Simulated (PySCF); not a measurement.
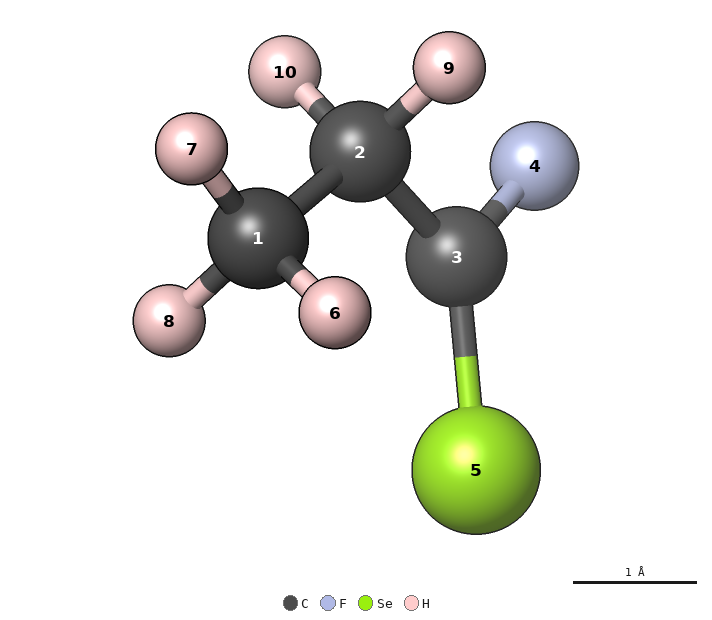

Atoms carry their numbers in the input. Computed geometry: PBE0-D3(BJ)/def2-SVP optimisation. No frequency run is at hand to confirm it as a minimum.

Which atoms are bonded, and how long are the bonds?

```
  bond  length (Å)   order
 C1–C2       1.513  single
 C1–H6       1.099  single
 C1–H7       1.100  single
 C1–H8       1.099  single
 C2–C3       1.490  single
 C2–H9       1.107  single
C2–H10       1.106  single
 C3–F4       1.326  single
C3–Se5       1.753  double
```
